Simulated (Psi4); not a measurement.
Run report: GaNH4, single-point calculation

System: GaNH4 (GaH2(NH2)), SMILES [H][Ga]([H])[NH2].
Method: BP86/3-21G, RKS (Psi4 1.11).

The geometry comes from this level: GFN2-xTB.

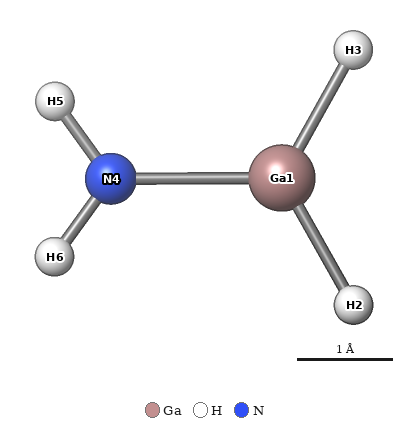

*The structure (ball-and-stick view, seen on its broad side; atoms are numbered from 1 in the order of the input). Sticks mark near contacts.*

## Input file (job.py)
```python
import psi4

psi4.set_memory('1600 MB')
psi4.set_num_threads(1)
psi4.core.set_output_file('psi4.out', False)

mol = psi4.geometry("""
0 1
Ga     0.424050     0.733460     0.007650
H      1.890040     0.754090     0.501460
H     -0.291350     2.018260    -0.474150
N     -0.478200    -0.825800    -0.001250
H     -1.435720    -0.951110    -0.308080
H     -0.108820    -1.728900     0.274370
units angstrom
symmetry c1
""")

psi4.set_options({
    'basis': '3-21G',
    'puream': True,
    'scf_type': 'pk',
    'dft_radial_points': 99,
    'dft_spherical_points': 590,
})

energy_value = psi4.energy('BP86')
print(f'total energy {energy_value:.8f} hartree = {energy_value * 27.211386:.5f} eV')
```

Launched with:
```bash
python job.py
```

## Log
```
=> Loading Basis Set <=

    Name: 3-21G
    Role: ORBITAL
    Keyword: BASIS

         ---------------------------------------------------------
                                   SCF
                              RKS Reference
                        1 Threads,   1525 MiB Core
         ---------------------------------------------------------

  ==> Geometry <==

    Molecular point group: c1
    Full point group: C1

    Geometry (in Angstrom), charge = 0, multiplicity = 1:

       Center              X                  Y                   Z               Mass
    ------------   -----------------  -----------------  -----------------  -----------------
         GA           0.164319011264     0.284017742345     0.001861970818    68.925573500000
         H            1.630309011264     0.304647742345     0.495671970818     1.007825032230
         H           -0.551080988736     1.568817742345    -0.479938029182     1.007825032230
         N           -0.737930988736    -1.275242257655    -0.007038029182    14.003074004430
         H           -1.695450988736    -1.400552257655    -0.313868029182     1.007825032230
         H           -0.368550988736    -2.178342257655     0.268581970818     1.007825032230

  Running in c1 symmetry.

  Rotational constants: A =      3.34074  B =      0.34560  C =      0.31321 [cm^-1]
  Rotational constants: A = 100152.93031  B =  10360.90765  C =   9389.66401 [MHz]
  Nuclear repulsion =  108.906552615978484

  Charge       = 0
  Multiplicity = 1
  Electrons    = 42
  Nalpha       = 21
  Nbeta        = 21

  ==> Algorithm <==

  SCF Algorithm Type is PK.
  DIIS enabled.
  MOM disabled.
  Fractional occupation disabled.
  Guess Type is SAD.
  Energy threshold   = 1.00e-06
  Density threshold  = 1.00e-06
  Integral threshold = 1.00e-12

  ==> Primary Basis <==

  Basis Set: 3-21G
    Blend: 3-21G
    Number of shells: 23
    Number of basis functions: 39
    Number of Cartesian functions: 40
    Spherical Harmonics?: true
    Max angular momentum: 2

  ==> DFT Potential <==

   => LibXC <=

    Version 7.1.2

   => Composite Functional: BP86 <=

    BP86 GGA Exchange-Correlation Functional

    Deriv               =              1
    GGA                 =           TRUE
    Meta                =          FALSE

    Exchange Hybrid     =          FALSE
    MP2 Hybrid          =          FALSE

   => Exchange Functionals <=

    1.0000     XC_GGA_X_B88

   => Correlation Functionals <=

    1.0000     XC_GGA_C_P86

   => LibXC Density Thresholds  <==

    XC_GGA_C_P86:  1.00E-15
    XC_GGA_X_B88:  1.00E-15

   => Molecular Quadrature <=

    Radial Scheme          =       TREUTLER
    Pruning Scheme         =           NONE
    Nuclear Scheme         =       TREUTLER

    Blocking Scheme        =         OCTREE
    BS radius alpha        =              1
    Pruning alpha          =              1
    Radial Points          =             99
    Spherical Points       =            590
    Total Points           =         335647
    Total Blocks           =           2420
    Max Points             =            256
    Max Functions          =             38
    Weights Tolerance      =       1.00E-15

  ==> Integral Setup <==

  Using in-core PK algorithm.
   Calculation information:
      Number of atoms:                   6
      Number of AO shells:              23
      Number of primitives:             45
      Number of atomic orbitals:        40
      Number of basis functions:        39

      Integral cutoff                 1.00e-12
      Number of threads:                 1

  Performing in-core PK
  Using 609180 doubles for integral storage.
  We computed 36700 shell quartets total.
  Whereas there are 38226 unique shell quartets.

  ==> DiskJK: Disk-Based J/K Matrices <==

    J tasked:                  Yes
    K tasked:                   No
    wK tasked:                  No
    Memory [MiB]:              859
    Schwarz Cutoff:          1E-12

  Cached 100.0% of DFT collocation blocks in 0.278 [GiB].

  Minimum eigenvalue in the overlap matrix is 7.2496206600E-02.
  Reciprocal condition number of the overlap matrix is 1.8913883421E-02.
    Using symmetric orthogonalization.

  ==> Pre-Iterations <==

  SCF Guess: Superposition of Atomic Densities via on-the-fly atomic UHF (no occupation information).

   -------------------------
    Irrep   Nso     Nmo
   -------------------------
     A         39      39
   -------------------------
    Total      39      39
   -------------------------

  ==> Iterations <==

                        Total Energy        Delta E     RMS |[F,P]|

   @RKS iter SAD: -1969.02519908150680   -1.96903e+03   0.00000e+00
   @RKS iter   1: -1971.96194066404860   -2.93674e+00   2.11559e-02 DIIS/ADIIS
   @RKS iter   2: -1971.72510084590408    2.36840e-01   3.15030e-02 DIIS/ADIIS
   @RKS iter   3: -1972.47544070866934   -7.50340e-01   5.64531e-03 DIIS/ADIIS
   @RKS iter   4: -1972.45043418390583    2.50065e-02   8.18923e-03 DIIS/ADIIS
   @RKS iter   5: -1972.50449516150684   -5.40610e-02   3.26652e-04 DIIS/ADIIS
   @RKS iter   6: -1972.50463063246025   -1.35471e-04   1.63520e-04 DIIS/ADIIS
   @RKS iter   7: -1972.50465815369171   -2.75212e-05   1.37161e-05 DIIS
   @RKS iter   8: -1972.50465826627374   -1.12582e-07   4.63069e-06 DIIS
   @RKS iter   9: -1972.50465827396943   -7.69569e-09   4.96618e-08 DIIS
  Energy and wave function converged.

  ==> Post-Iterations <==

   Electrons on quadrature grid:
      Ntotal   =   42.0000002132 ; deviation = 2.132e-07

    Orbital Energies [Eh]
    ---------------------

    Doubly Occupied:

       1A   -368.609104     2A    -45.107798     3A    -39.856095
       4A    -39.856076     5A    -39.854790     6A    -13.924672
       7A     -5.177424     8A     -3.485242     9A     -3.481460
      10A     -3.480253    11A     -0.760236    12A     -0.594691
      13A     -0.588834    14A     -0.586399    15A     -0.579133
      16A     -0.575521    17A     -0.428219    18A     -0.412214
      19A     -0.300766    20A     -0.255526    21A     -0.213400

    Virtual:

      22A     -0.042718    23A      0.016913    24A      0.078107
      25A      0.106601    26A      0.116855    27A      0.141114
      28A      0.161730    29A      0.189153    30A      0.225153
      31A      0.288115    32A      0.946175    33A      0.959924
      34A      1.026138    35A      1.038736    36A      1.110733
      37A      1.228689    38A      1.230020    39A      2.126562

    Final Occupation by Irrep:
              A
    DOCC [    21 ]
    NA   [    21 ]
    NB   [    21 ]

  @RKS Final Energy: -1972.50465827396943

   => Energetics <=

    Nuclear Repulsion Energy =            108.9065526159784838
    One-Electron Energy =               -2967.7907440138696984
    Two-Electron Energy =                 970.0056690538626754
    DFT Exchange-Correlation Energy =     -83.6261359299409008
    Empirical Dispersion Energy =           0.0000000000000000
    VV10 Nonlocal Energy =                  0.0000000000000000
    Total Energy =                      -1972.5046582739694259

Computation Completed

Properties will be evaluated at   0.000000,   0.000000,   0.000000 [a0]

Properties computed using the SCF density matrix

 Multipole Moments:

 ------------------------------------------------------------------------------------
     Multipole            Electronic (a.u.)      Nuclear  (a.u.)        Total (a.u.)
 ------------------------------------------------------------------------------------

 L = 1.  Multiply by 2.5417464519 to convert [e a0] to [Debye]
 Dipole X            :          1.6002704           -1.9963096           -0.3960392
 Dipole Y            :          2.7566315           -3.4536159           -0.6969844
 Dipole Z            :          0.0177714           -0.0398680           -0.0220966
 Magnitude           :                                                    0.8019492

 ------------------------------------------------------------------------------------

	total time  =          3 seconds =       0.05 minutes
```

## Standard output
```
total energy -1972.50465827 hartree = -53674.58564 eV
```

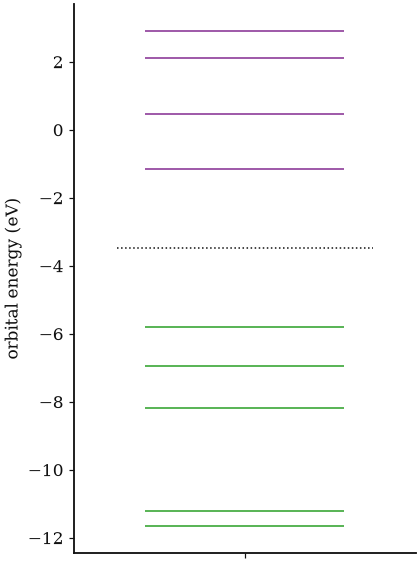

*Orbital energies near the frontier; the dotted line parts filled from empty levels, and levels within 0.02 eV of each other stand side by side.*

Highest filled −5.81 eV, lowest empty −1.16 eV, 4.65 eV apart.

## Key numbers

```json
{"quantity": "outcome", "value": "converged"}
{"quantity": "total energy", "value": "−1972.504658 hartree"}
{"quantity": "basis functions", "value": "39"}
{"quantity": "HOMO", "value": "−5.81 eV"}
{"quantity": "LUMO", "value": "−1.16 eV"}
{"quantity": "dipole moment", "value": "2.04 D"}
{"quantity": "hardware", "value": "1 thread of Intel Xeon (Granite Rapids), 64 GiB of memory available, shared host"}
{"quantity": "wall time", "value": "3.9 s"}
{"quantity": "peak memory", "value": "0.52 GiB"}
```
